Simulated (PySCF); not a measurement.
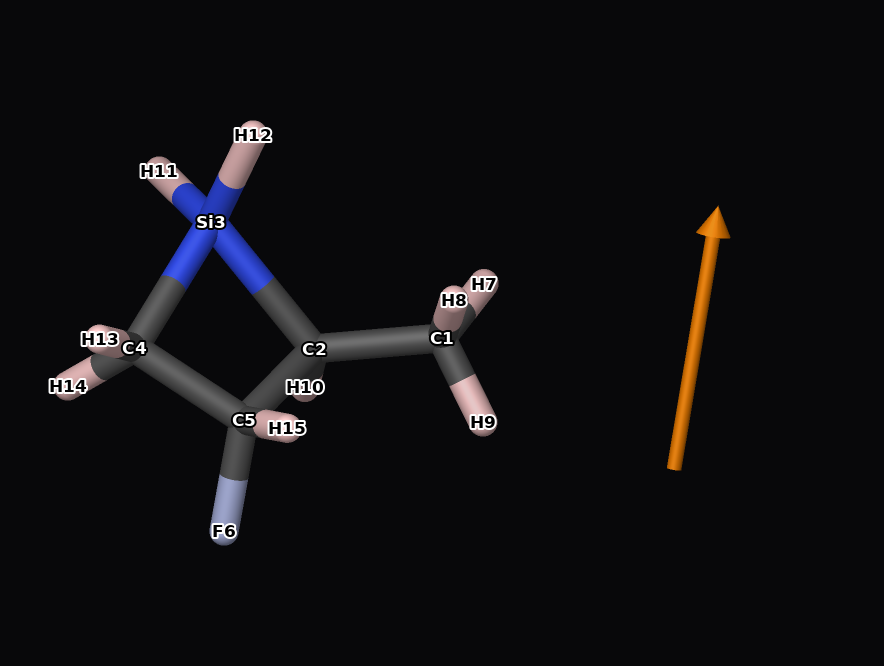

The arrow beside the molecule shows the direction of the dipole moment, from the negative to the positive end (its length means nothing). The computed structure is the end point of a GFN2-xTB optimisation. No frequency run is at hand to confirm it as a minimum. Level of theory: PBE0/pcSseg-1, gas phase (PySCF 2.14.0).

Question: How large is the dipole moment?

Answer: 1.73 D; it points from the side of F6 to the side of H12 (the outermost atoms at the two ends).

The geometry is semi-empirical. Around Si such bond lengths and angles can be off by a tenth of an ångström or more and by several degrees, and values that hang on the shape move with them.
